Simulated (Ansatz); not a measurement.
# One shape, several levels: triplet BSiH5

Aim: a comparison of 6 runs (UHF/STO-3G, UBLYP/STO-3G, UHSE06/STO-3G, UPBE/STO-3G, USVWN5/STO-3G, FCI/STO-3G) of triplet BSiH5. 

The results are computed with Ansatz 0.2.0.

49 further runs of the same task are left out: 1 that didn't finish, 48 set aside as unsound or not needed.

**1. The system as given**

The species is BSiH5 (7 atoms), meant as a triplet with charge 0. As SMILES of the parent species, `[H]B([H])[SiH3]`. The shape is that of a GFN2-xTB optimisation. That shape belongs to the parent species and isn't relaxed for this state.

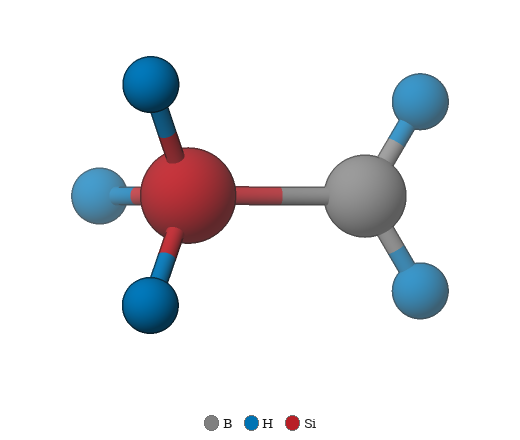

Viewed from a chosen angle; boron grey, hydrogen blue, silicon red.

**2. The energy at UHF/STO-3G (run 1)**

Contents of run.yaml:

```yaml
crystal:
  periodic: [false, false, false]
  atoms:
    - {symbol: B, position_ang: [0.595540, 1.038560, 0.005960]}
    - {symbol: H, position_ang: [1.765140, 1.076930, 0.027400]}
    - {symbol: H, position_ang: [0.039220, 2.066980, -0.048000]}
    - {symbol: Si, position_ang: [-0.377680, -0.657970, 0.018400]}
    - {symbol: H, position_ang: [-1.713750, -0.605710, 0.632990]}
    - {symbol: H, position_ang: [0.300530, -1.764180, 0.713070]}
    - {symbol: H, position_ang: [-0.608990, -1.154610, -1.349820]}
basis:
  gaussian:
    orbitals: STO-3G
accuracy: high
hamiltonian:
  xc: hf
magnetization:
  spin_polarized: true
  initial_magnetization: 2
```

The run is started by

```
ansatz run run.yaml --threads 1 --pin off --max-ram 2610MiB --events-out events.jsonl --progress --plain --runs-dir runs
```

Log:

```text
Warning: RAYON_NUM_THREADS=1 ignored (pool sized by the plan → 1); use --threads N
Functional definition: HF
  name "HF"
  exchange = exact_x
  correlation = 0
333 factors; integrals over basis functions are off by at most 1.3e-8 eV
mean field evaluation 1: about -8507.0141 eV, gradient 9.7e0 eV
mean field evaluation 2: about -8507.0284 eV, gradient 9.7e0 eV
mean field evaluation 4: about -8508.0145 eV, gradient 8.9e-1 eV
mean field evaluation 8: about -8508.0332 eV, gradient 1.0e-2 eV
mean field -8508.03317832 eV, -312.6644523513 hartree, gradient 9.1e-8 eV, S^2 2.008059; 0 other end points of the search recorded, 0 dependent functions left out
reference -8508.03317832 eV, -312.6644523513 hartree; 13, 11 occupied and 6, 8 virtual orbitals, 333 factors
Total energy: -8508.03317832 eV, -312.6644523513 hartree
```

Wall time 0.1 s (1 thread of Arm Neoverse V2, shared host).

**3. The energy at UBLYP/STO-3G (run 2)**

Edit run.yaml of step 2 so:

```diff
@@ -11,9 +11,5 @@
 basis:
-  gaussian:
-    orbitals: STO-3G
+  gaussian: {orbitals: STO-3G}
+magnetization: {spin_polarized: true, initial_magnetization: 2}
+hamiltonian: {xc: {name: BLYP}}
 accuracy: high
-hamiltonian:
-  xc: hf
-magnetization:
-  spin_polarized: true
-  initial_magnetization: 2
```

The run is started by

```
ansatz run run.yaml --threads 1 --pin off --max-ram 2610MiB --events-out events.jsonl --progress --plain --runs-dir runs
```

Log:

```text
Warning: RAYON_NUM_THREADS=1 ignored (pool sized by the plan → 1); use --threads N
Functional definition: BLYP
  name "BLYP"
  parameter beta = 0.0042
  parameter a = 0.04918
  parameter b = 0.132
  parameter c = 0.2533
  parameter d = 0.349
  exchange = b88_x(beta = beta)
  correlation = lyp_c(a = a, b = b, c = c, d = d)
333 factors; integrals over basis functions are off by at most 1.3e-8 eV
mean field evaluation 1: about -8526.1467 eV, gradient 1.5e1 eV
mean field evaluation 2: about -8523.3774 eV, gradient 1.9e1 eV
mean field evaluation 4: about -8527.7859 eV, gradient 9.6e-1 eV
mean field evaluation 8: about -8527.7228 eV, gradient 1.8e-2 eV
mean field evaluation 16: about -8527.7228 eV, gradient 3.1e-6 eV
mean field evaluation 32: about -8527.4012 eV, gradient 1.5e0 eV
mean field -8527.72279437 eV, -313.3880323949 hartree, gradient 5.3e-9 eV, S^2 2.002086; 3 other end points of the search recorded, 0 dependent functions left out
reference -8527.72283326 eV, -313.3880338241 hartree; 13, 11 occupied and 6, 8 virtual orbitals, 333 factors
Total energy: -8527.72283326 eV, -313.3880338241 hartree
```

It took 2 s on 1 thread of Arm Neoverse V2, shared host; peak memory 0.14 GiB.

Run 3 isn't shown in full; the table further down has it.

**4. The energy at UPBE/STO-3G (run 4)**

Contents of molecule.yaml:

```yaml
basis:
  gaussian: {orbitals: STO-3G}
crystal:
  periodic: [false, false, false]
  atoms:
    - {symbol: B, position_ang: [0.595540, 1.038560, 0.005960]}
    - {symbol: H, position_ang: [1.765140, 1.076930, 0.027400]}
    - {symbol: H, position_ang: [0.039220, 2.066980, -0.048000]}
    - {symbol: Si, position_ang: [-0.377680, -0.657970, 0.018400]}
    - {symbol: H, position_ang: [-1.713750, -0.605710, 0.632990]}
    - {symbol: H, position_ang: [0.300530, -1.764180, 0.713070]}
    - {symbol: H, position_ang: [-0.608990, -1.154610, -1.349820]}
magnetization: {spin_polarized: true, initial_magnetization: 2}
hamiltonian: {xc: pbe}
accuracy: high
```

The run is started by

```
ansatz run molecule.yaml --threads 1 --pin off --max-ram 2610MiB --events-out events.jsonl --progress --plain --runs-dir runs
```

Log:

```text
Warning: RAYON_NUM_THREADS=1 ignored (pool sized by the plan → 1); use --threads N
Functional definition: PBE
  name "PBE"
  parameter kappa = 0.804
  parameter beta = 0.06672455060314922
  exchange = pbe_x(kappa = kappa, mu = beta*pi^2/3)
  correlation = pbe_c(beta = beta)
333 factors; integrals over basis functions are off by at most 1.3e-8 eV
mean field evaluation 1: about -8522.0902 eV, gradient 1.4e1 eV
mean field evaluation 2: about -8519.3573 eV, gradient 1.9e1 eV
mean field evaluation 4: about -8523.5758 eV, gradient 9.3e-1 eV
mean field evaluation 8: about -8523.5110 eV, gradient 2.2e-2 eV
mean field evaluation 16: about -8523.5110 eV, gradient 3.9e-6 eV
mean field -8523.51101238 eV, -313.2332522616 hartree, gradient 3.2e-8 eV, S^2 2.002793; 3 other end points of the search recorded, 0 dependent functions left out
reference -8523.51101437 eV, -313.2332523349 hartree; 13, 11 occupied and 6, 8 virtual orbitals, 333 factors
Total energy: -8523.51101437 eV, -313.2332523349 hartree
```

It took 2 s on 1 thread of Arm Neoverse V2, shared host; peak memory 0.14 GiB.

Run 5 isn't shown in full; the table further down has it.

**5. The energy at FCI/STO-3G (run 6)**

Contents of job.yaml:

```yaml
crystal:
  periodic: [false, false, false]
  atoms:
    - {symbol: B, position_ang: [0.595540, 1.038560, 0.005960]}
    - {symbol: H, position_ang: [1.765140, 1.076930, 0.027400]}
    - {symbol: H, position_ang: [0.039220, 2.066980, -0.048000]}
    - {symbol: Si, position_ang: [-0.377680, -0.657970, 0.018400]}
    - {symbol: H, position_ang: [-1.713750, -0.605710, 0.632990]}
    - {symbol: H, position_ang: [0.300530, -1.764180, 0.713070]}
    - {symbol: H, position_ang: [-0.608990, -1.154610, -1.349820]}
basis:
  gaussian: {orbitals: STO-3G}
correlation: {method: fci, frozen_orbitals: {B: 1, H: 0, Si: 5}}
magnetization: {spin_polarized: true, initial_magnetization: 2}
accuracy: high
```

The run is started by

```
ansatz run job.yaml --threads 1 --pin off --max-ram 2610MiB --events-out events.jsonl --progress --plain --runs-dir runs
```

Log:

```text
Warning: RAYON_NUM_THREADS=1 ignored (pool sized by the plan → 1); use --threads N
[... 4 set-up lines as earlier in the session ...]
333 factors; integrals over basis functions are off by at most 1.3e-8 eV
mean field evaluation 1: about -8507.0141 eV, gradient 9.7e0 eV
mean field evaluation 2: about -8507.0284 eV, gradient 9.7e0 eV
mean field evaluation 4: about -8508.0145 eV, gradient 8.9e-1 eV
mean field evaluation 8: about -8508.0332 eV, gradient 1.0e-2 eV
mean field -8508.03317832 eV, -312.6644523513 hartree, gradient 9.1e-8 eV, S^2 2.008059; 0 other end points of the search recorded, 0 dependent functions left out
mean field evaluation 16: about -8507.9649 eV, gradient 4.9e-1 eV
6 core orbitals not correlated: weight in the atoms' cores, before any rotation towards them, 1.000 or more for the frozen orbitals, at most 0.000 for the correlated occupied ones
reference -8507.96494011 eV, -312.6619446435 hartree; 7, 5 occupied and 6, 8 virtual orbitals, 333 factors
state -8510.81920961 eV, -312.7668371129 hartree
Total energy: -8510.81920961 eV, -312.7668371129 hartree
```

It took 13 s on 1 thread of Arm Neoverse V2, shared host; peak memory 0.28 GiB.

**6. Overview of the runs**

```csv
run,level,frozen core orbitals,energy (Eh),⟨S²⟩,wall time
1,UHF/STO-3G,–,-312.664452,2.008,0.1 s
2,UBLYP/STO-3G,–,-313.388034,2.002,2 s
3,UHSE06/STO-3G,–,-313.279516,2.003,2.5 s
4,UPBE/STO-3G,–,-313.233252,2.003,2 s
5,USVWN5/STO-3G,–,-311.912110,2.002,1.2 s
6,FCI/STO-3G,6,-312.766837,–,13 s
```

**7. Results**

| quantity | value |
| --- | --- |
| run 6: total energy | -312.76684 Eh |
| run 6: correlation energy (6 core orbitals frozen) | -104.9 mEh |

**Reading.** Against full CI in this basis: UHF +102.4 mEh. Totals of different functionals can't be ranked against each other. In runs 1, 2, 3, 4, 5, 6 the basis is minimal, so the values are rough. All runs together took 20 s, the longest 13 s.
